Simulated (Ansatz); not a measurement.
# Does disorder add resistance in series? Hf(0001) layers displaced at 80 K

Two lengths of the disordered region are known. What area resistance does the third give?

**Method.** Ansatz 0.2.0, plane waves with PAW datasets at their recommended cutoffs (420 eV for most), Fermi-Dirac smearing; ballistic transmission by layer matching. The area resistance is RA = A (h/2e²)(1/T − 1/N), with T the zone-mean transmission per spin and N the lead's channels, both averaged over a few energies near the Fermi level; for magnets each spin is taken apart, with h/e², and the two conduct in parallel. Lateral cell 2x2, PBE, a fresh random draw for each length. Atoms are displaced independently, by 0.0359 Å r.m.s. per direction; each RA is scaled by the nominal over the drawn mean square displacement.

Results; the value marked ? is to be predicted:

```tsv
length (Å)	channels N	RA (fΩ m²)
5.06	2.708	0.0474
15.2	2.708	0.173
25.3	2.708	?
```

**Fit on the rows shown.**

Ohm's law makes RA linear in the length: the slope is (0.173 − 0.0474)/(15.2 − 5.06) = 0.0124 fΩ m² per Å, or 12 µΩ cm. Then 0.173 + 0.0124 × 10.1. Predicted: 0.298 fΩ m².

Check against the run:

0.265 fΩ m², so the prediction is 12 % too high. The three lengths together give 11 µΩ cm. The two increments are 0.13 and 0.093 fΩ m²; with one draw for each length, their difference can't be told from scatter.

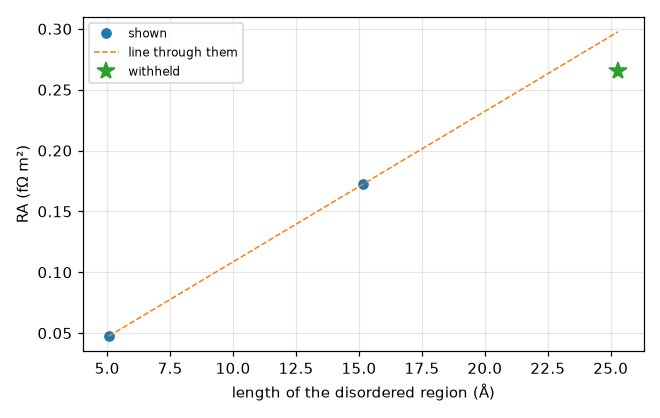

Area resistance against length.

**Limits.** The scatterers repeat sideways with the small cell. The slope is a raw one; a model of isotropic scattering puts it 1.17 times the bulk value over these lengths. Spin-orbit coupling is left out, which matters for Hf.

[Logs are printed without paths, hosts, clocks, repeated set-up lines and the standing remarks that a program may print on its own settings, such as how far it seeks lower states.]
